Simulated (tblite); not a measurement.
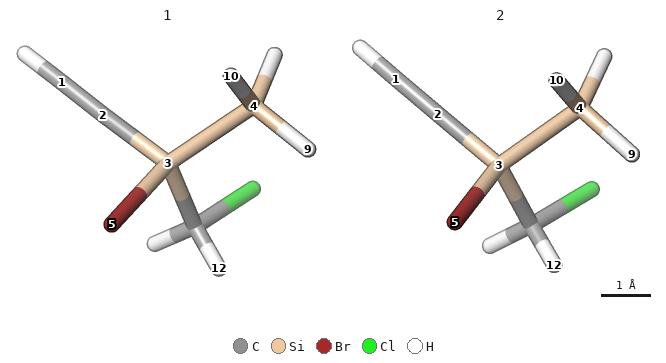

Two geometries of C3H6BrClSi2, drawn at one scale. One is the start of a relaxation, the other its converged end. A stick model, seen at a tilt.

The calculation used GFN2-xTB geometry optimisation, gas phase (tblite 0.8.0). 

### Which of the two is the end point?

Structure 1 is the relaxed one. After 55 geometry steps the energy has fallen by 6.39 kcal/mol. The largest move after the best rigid fit is that of the Br atom, 0.28 Å. Largest moves by element: Br 0.28 Å, H 0.22 Å, Si 0.19 Å, Cl 0.12 Å, C 0.09 Å. Some distances before and after: Si–Si 2.234 → 2.323 Å, C–Si 1.802 → 1.851 Å, C–Si 1.888 → 1.918 Å, C–H 1.109 → 1.089 Å. Bond angles that change, for instance: Si–Si–Br 105.1° → 113.5°, Si–C–H 105.8° → 113.0°, C–Si–Br 109.6° → 102.8°. The run took 0.9 s on 1 thread of Arm Neoverse N1, with other jobs on the host.
